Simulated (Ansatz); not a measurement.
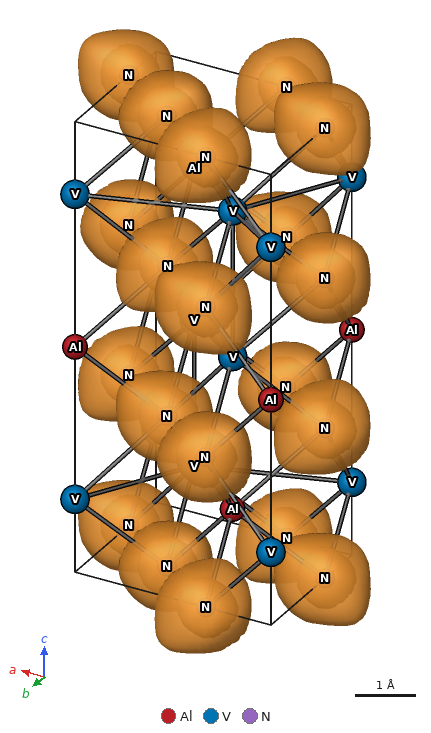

Figure. AlV2N3. Isosurface of the electron localisation function at 0.75 (orange), seen at an oblique angle. Core shells and regions of very low density are left out. Sticks mark near contacts.

Space group R32; a structure generated by program, which may or may not match a known phase; spin-polarised.

Method: Ansatz, DFT PBE, scalar-relativistic, plane waves, PAW.

Core electrons are frozen (PAW), and the valence fields are smoothed inside the atomic spheres.

```xyz
18
Lattice="4.8187 0.0000 0.0000 -2.4094 4.1731 0.0000 0.0000 0.0000 7.8882" Properties=species:S:1:pos:R:3 pbc="T T T"
Al    0.0000    2.7821    1.3147
Al    0.0000    0.0000    3.9441
Al    2.4094    1.3910    6.5735
V     2.4094    1.3910    1.3554
V     0.0000    2.7821    3.9848
V     0.0000    0.0000    6.6142
V     0.0000    0.0000    1.2740
V     2.4094    1.3910    3.9034
V     0.0000    2.7821    6.5328
N    -0.7999    1.3855    0.0000
N     1.6095    2.7766    2.6294
N    -0.7999    4.1676    5.2588
N     1.5998    0.0000    0.0000
N     4.0092    1.3910    2.6294
N     1.5998    2.7821    5.2588
N     1.6095    2.7877    0.0000
N     1.6094    0.0056    2.6294
N    -0.7999    1.3966    5.2588
```

What do the ELF domains correspond to?

Answer. The surface consists of nine regions wrapped around N (the valence shell of each), counted in one cell of 18 atoms. Regions shared between cells count once.

Values along the shortest contacts:
V–N (2.05 Å): the ELF peaks at about 0.80 in the valence shell of N, 0.7 Å from its nucleus, and is about 0.25 at the midpoint: no shared electron pair shows on this line. Al–N (2.08 Å): the ELF peaks at about 0.85 in the valence shell of N, 0.7 Å from its nucleus, and is about 0.70 at the midpoint.

How much charge does the calculation move between the atoms?

Answer. Electrons move from Al and V towards N. Bader charges: Al +2.39, V +1.45 and N −1.76 e.
